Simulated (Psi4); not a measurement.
# AlSbH3F (SMILES [F][AlH][SbH2]) at B2PLYP/def2-SVP (core potential, density fitting for correlation)

What is the vertical ionisation energy of AlSbH3F at B2PLYP/def2-SVP (core potential, density fitting for correlation)? 

The results are computed with Psi4 1.11.

### 1 The structure to begin with

AlSbH3F: 6 atoms, total charge 0, spin state singlet. SMILES: `[F][AlH][SbH2]`. The coordinates come from a PBE0-D4/def2-TZVP relaxation. This is one conformer, not always the lowest.

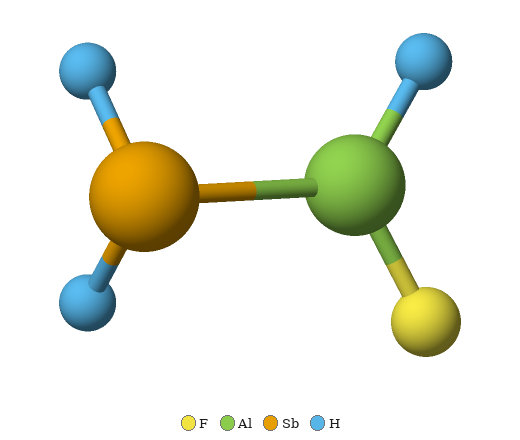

Viewed from a chosen angle; fluorine yellow, aluminium green, antimony amber, hydrogen blue.

### 2 The energy at B2PLYP/def2-SVP (core potential, density fitting for correlation)

Contents of alfh3sb.json:

```json
{
  "schema_name": "qcschema_input",
  "schema_version": 1,
  "molecule": {
    "schema_name": "qcschema_molecule",
    "schema_version": 2,
    "symbols": ["F", "Al", "Sb", "H", "H", "H"],
    "geometry": [-2.10628874, -3.08478893, 2.38540129, -0.63513695, -1.96399236, -0.13190288, 2.41866047, 1.89671811, 0.63268031, -1.1240091, -3.40282983, -2.70552089, 1.59133837, 3.00844399, -2.28637964, -0.06500658, 3.42588449, 2.01841647],
    "molecular_charge": 0,
    "molecular_multiplicity": 1,
    "fix_symmetry": "c1",
    "fix_com": true,
    "fix_orientation": true
  },
  "driver": "energy",
  "model": {
    "method": "b2plyp",
    "basis": "def2-SVP"
  },
  "keywords": {
    "puream": true,
    "e_convergence": 1e-09,
    "d_convergence": 1e-08,
    "scf_type": "pk",
    "dft_radial_points": 99,
    "dft_spherical_points": 590,
    "num_frozen_docc": 10
  }
}
```

On the command line:

```sh
$ psi4 --qcschema alfh3sb.json -n 1 --memory 1600MB
```

stdout:

```text
[...]
    !!!  WARNING: ECP capability is in beta. Please check occupations closely.  !!!
[...]
  Running in c1 symmetry.
[...]
  Nuclear repulsion =  158.063166354978847
[...]
  Multiplicity = 1
[...]
  Nalpha       = 24
  Nbeta        = 24
[...]
    Number of basis functions: 73
[...]
   @RKS iter   1:  -583.52074439013916   -2.28923e+00   6.75476e-03 ADIIS/DIIS
[...]
   @RKS iter  11:  -583.62803198013160   -2.04636e-12   2.58044e-09 DIIS
[...]
    Orbital Energies [Eh]
    ---------------------
    Doubly Occupied:
       1A    -57.081353     2A    -25.314721     3A     -6.045016
       4A     -4.482120     5A     -4.208314     6A     -4.206151
       7A     -4.203264     8A     -2.941632     9A     -2.938001
      10A     -2.935622    11A     -1.430658    12A     -1.428773
      13A     -1.426119    14A     -1.424555    15A     -1.422732
      16A     -1.279234    17A     -0.650478    18A     -0.546188
      19A     -0.494750    20A     -0.492138    21A     -0.423286
      22A     -0.397266    23A     -0.343430    24A     -0.289946
[...]
  @RKS Final Energy:  -583.62803198013160
   => Energetics <=
    Nuclear Repulsion Energy =            158.0631663549788470
    One-Electron Energy =               -1213.6335915023812504
    Two-Electron Energy =                 495.7415992768027877
    DFT Exchange-Correlation Energy =     -23.7992061095319620
    Empirical Dispersion Energy =           0.0000000000000000
    VV10 Nonlocal Energy =                  0.0000000000000000
    Total Energy =                       -583.6280319801314818
[...]
 Multipole Moments:
 ------------------------------------------------------------------------------------
     Multipole            Electronic (a.u.)      Nuclear  (a.u.)        Total (a.u.)
 ------------------------------------------------------------------------------------
 L = 1.  Multiply by 2.5417464519 to convert [e a0] to [Debye]
 Dipole X            :        -28.5214498           28.8181345            0.2966847
 Dipole Y            :          6.8110980           -6.6389859            0.1721122
 Dipole Z            :        -31.7210264           31.3320372           -0.3889892
 Magnitude           :                                                    0.5186106
[...]
```

The result, in JSON:

```text
{
 "driver": "energy",
 "model": {
  "method": "b2plyp",
  "basis": "def2-SVP"
 },
 "success": true,
 "return_result": -583.7508790530812,
 "properties": {
  "calcinfo_nbasis": 73,
  "calcinfo_nmo": 73,
  "calcinfo_nalpha": 24,
  "calcinfo_nbeta": 24,
  "calcinfo_natom": 6,
  "nuclear_repulsion_energy": 158.06316635497885,
  "return_energy": -583.7508790530812,
  "scf_one_electron_energy": -1213.6335915023813,
  "scf_two_electron_energy": 495.7415992768028,
  "scf_xc_energy": -23.799206109531962,
  "scf_dipole_moment": [0.296684666989357, 0.17211217460400263, -0.38898919978654334],
  "scf_total_energy": -583.6280319801316,
  "scf_iterations": 11
 }
}
```

It took 8.7 s on 1 thread of Intel Xeon Platinum 8488C (Sapphire Rapids), shared host; peak memory 0.81 GiB.

### 3 The doublet cation, same level

Contents of alfh3sb.inp:

```
memory 1.6 GB

molecule {
  1 2
  F     -2.10628874    -3.08478893     2.38540129
  Al    -0.63513695    -1.96399236    -0.13190288
  Sb     2.41866047     1.89671811     0.63268031
  H     -1.12400910    -3.40282983    -2.70552089
  H      1.59133837     3.00844399    -2.28637964
  H     -0.06500658     3.42588449     2.01841647
  units au
  symmetry c1
}

set reference uks
set puream true
set e_convergence 1e-09
set d_convergence 1e-08
set scf_type pk
set dft_radial_points 99
set dft_spherical_points 590
set num_frozen_docc 10
set maxiter 200

result = energy('b2plyp/def2-SVP')
```

On the command line:

```sh
$ psi4 -i alfh3sb.inp -o alfh3sb.out -n 1
```

alfh3sb.out:

```text
[...]
    !!!  WARNING: ECP capability is in beta. Please check occupations closely.  !!!
[...]
  Running in c1 symmetry.
[...]
  Nuclear repulsion =  158.063166354978847
[...]
  Multiplicity = 2
[...]
  Nalpha       = 24
  Nbeta        = 23
[...]
    Number of basis functions: 73
[...]
   @UKS iter   1:  -583.22069646442196   -2.01679e+00   6.02030e-03 DIIS/ADIIS
[...]
   @UKS iter  15:  -583.29793645396967   -4.54747e-12   4.75597e-09 DIIS
[...]
   @S^2 Observed:                7.656657188E-01
[...]
    Orbital Energies [Eh]
    ---------------------
    Alpha Occupied:
       1A    -57.311836     2A    -25.499938     3A     -6.308431
       4A     -4.710731     5A     -4.475798     6A     -4.467353
       7A     -4.464415     8A     -3.169388     9A     -3.167868
      10A     -3.164098    11A     -1.696528    12A     -1.693232
      13A     -1.690407    14A     -1.686352    15A     -1.682936
      16A     -1.461098    17A     -0.904964    18A     -0.731193
      19A     -0.677709    20A     -0.670316    21A     -0.639254
      22A     -0.620751    23A     -0.575546    24A     -0.554137
    Alpha Virtual:
      25A     -0.211176    26A     -0.184466    27A     -0.173915
[...]
  @UKS Final Energy:  -583.29793645396967
   => Energetics <=
    Nuclear Repulsion Energy =            158.0631663549788470
    One-Electron Energy =               -1202.5333523746257924
    Two-Electron Energy =                 484.8337414799643739
    DFT Exchange-Correlation Energy =     -23.6614919142870725
    Empirical Dispersion Energy =           0.0000000000000000
    VV10 Nonlocal Energy =                  0.0000000000000000
    Total Energy =                       -583.2979364539696689
[...]
 Multipole Moments:
 ------------------------------------------------------------------------------------
     Multipole            Electronic (a.u.)      Nuclear  (a.u.)        Total (a.u.)
 ------------------------------------------------------------------------------------
 L = 1.  Multiply by 2.5417464519 to convert [e a0] to [Debye]
 Dipole X            :         38.0799349          -37.7624762            0.3174587
 Dipole Y            :         41.0200833          -40.7596495            0.2604339
 Dipole Z            :          0.3248399           -1.2287666           -0.9039268
 Magnitude           :                                                    0.9928189
[...]
```

Wall time 15 s (1 thread of Intel Xeon Platinum 8488C (Sapphire Rapids), shared host); peak memory 0.81 GiB.

### 4 Results

Level: B2PLYP/def2-SVP (core potential, density fitting for correlation), 10 core orbitals frozen.

```
                                                                quantity          value
                                           singlet AlSbH3F: total energy  -583.75088 Eh
                      singlet AlSbH3F: HOMO energy (SCF part's orbitals)       -7.89 eV
                      singlet AlSbH3F: LUMO energy (SCF part's orbitals)       -0.32 eV
                    singlet AlSbH3F: HOMO–LUMO gap (SCF part's orbitals)        7.57 eV
                                            doublet cation: total energy  -583.41523 Eh
doublet cation: HOMO energy (SCF part's orbitals) (highest over α and β)      -15.08 eV
 doublet cation: LUMO energy (SCF part's orbitals) (lowest over α and β)      -10.08 eV
                                                    doublet cation: ⟨S²⟩          0.766
                      vertical ionisation energy (to the doublet cation)       9.133 eV
```

The vertical ionisation energy comes to 9.13 eV (881 kJ/mol). The negative HOMO energy of the first species, 7.89 eV, lies 1.24 eV below that difference.
